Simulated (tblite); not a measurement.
**Run report: SnNH3Cl, energy and gradient calculation**

SnNH3Cl, multiplicity 2, SMILES [NH2][SnH][Cl], computed with GFN1-xTB, U-SCC (tblite 0.8.0).

The geometry comes from this level: PBE0-D4/def2-TZVP.

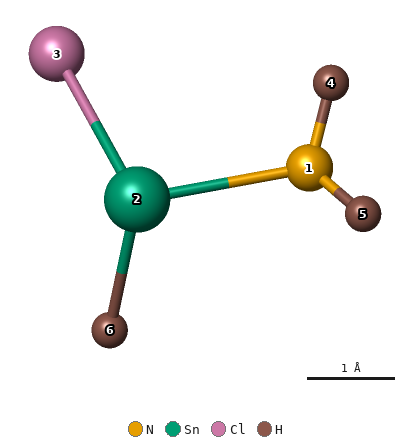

The input geometry (ball-and-stick view, seen at an oblique angle; atoms are numbered from 1 in the order of the input). Sticks mark near contacts. Bond lengths as drawn: Cl–Sn 2.35 Å, H–N 1.01 Å, H–Sn 1.74 Å and N–Sn 2.03 Å.

## The input (run.py)
```python
import json
import numpy as np
from tblite.interface import Calculator
from tblite.interface import symbols_to_numbers

symbols = list(map(str, np.loadtxt("molecule.xyz", skiprows=2, usecols=0, dtype=str, ndmin=1)))
numbers = np.array(symbols_to_numbers(symbols))
positions = np.loadtxt("molecule.xyz", skiprows=2, usecols=(1, 2, 3), ndmin=2) / 0.529177210903

calculator = Calculator("GFN1-xTB", numbers, positions, charge=0, uhf=1)
calculator.set("verbosity", 0)
calculator.set("accuracy", 0.1)
calculator.add("spin-polarization", 1.0)
result = calculator.singlepoint()

print(f"Total energy: {result.get('energy') * 627.5095:.8f} kcal/mol")
eps = np.atleast_2d(result.get("orbital-energies")) * 27.211386
occ = np.atleast_2d(result.get("orbital-occupations"))
filled = occ.sum(axis=0) if eps.shape[0] == 1 else occ[0]
homo = np.nonzero(filled > 0.5)[0].max()
print("  MO   occupation   energy/eV")
for i in range(max(0, homo - 4), min(eps.shape[1], homo + 5)):
    print(f"{i + 1:4d} {filled[i]:10.4f} {eps[0, i]:12.4f}")
mu = result.get("dipole") * 2.541746
print(f"Dipole moment: {np.linalg.norm(mu):.4f} D, components " + " ".join(f"{c:.4f}" for c in mu))
q = result.get("charges")
g = result.get("gradient")
print("atom     charge      dE/dx        dE/dy        dE/dz   (Eh/bohr)")
for i, s in enumerate(symbols):
    print(f"{s:<2}{i + 1:<3} {q[i]:9.4f} {g[i, 0]:12.7f} {g[i, 1]:12.7f} {g[i, 2]:12.7f}")
print(f"gradient norm {np.linalg.norm(g):.6f} Eh/bohr")
out = {k: np.asarray(result.get(k)).tolist() for k in ("energy", "gradient", "charges", "dipole", "orbital-energies", "orbital-occupations")}
out.update(symbols=symbols, positions=(positions * 0.529177210903).tolist())
json.dump(out, open("results.json", "w"))
```

## File molecule.xyz
```
6

N     -0.560800     0.198400    -0.887000
Sn     0.076500    -0.457900     0.930400
Cl     2.396400    -0.597000     0.564900
H     -0.144200    -0.292200    -1.669500
H     -1.565100     0.217700    -1.018700
H     -0.160700     0.866800     2.033800
```

Command:
```bash
python run.py
```

## Output
```
Total energy: -7258.45036615 kcal/mol
  MO   occupation   energy/eV
   6     1.0000     -13.2262
   7     1.0000     -12.6628
   8     1.0000     -12.4761
   9     1.0000     -12.2390
  10     1.0000     -10.6055
  11     0.0000      -5.4045
  12     0.0000      -4.9449
  13     0.0000      -3.3608
  14     0.0000      -2.7941
Dipole moment: 4.9605 D, components -4.7612 -1.2320 -0.6479
atom     charge      dE/dx        dE/dy        dE/dz   (Eh/bohr)
N 1     -0.4457    0.0100868   -0.0080216    0.0257644
Sn2      0.2926    0.0048936    0.0298779   -0.0174755
Cl3     -0.2385   -0.0095509   -0.0032464    0.0010627
H 4      0.2025    0.0029894   -0.0042150   -0.0048988
H 5      0.1950   -0.0071172    0.0000104   -0.0011674
H 6     -0.0059   -0.0013017   -0.0144053   -0.0032855
gradient norm 0.049775 Eh/bohr
```

## Results in brief

```csv
quantity,value
outcome,converged
total energy,−11.567076 hartree
basis functions,28
largest force,1.798 eV/Å
dipole moment,4.96 D
hardware,"1 thread of Intel Xeon (Sapphire Rapids), 64 GiB of memory available, shared host"
peak memory,0.067 GiB
```
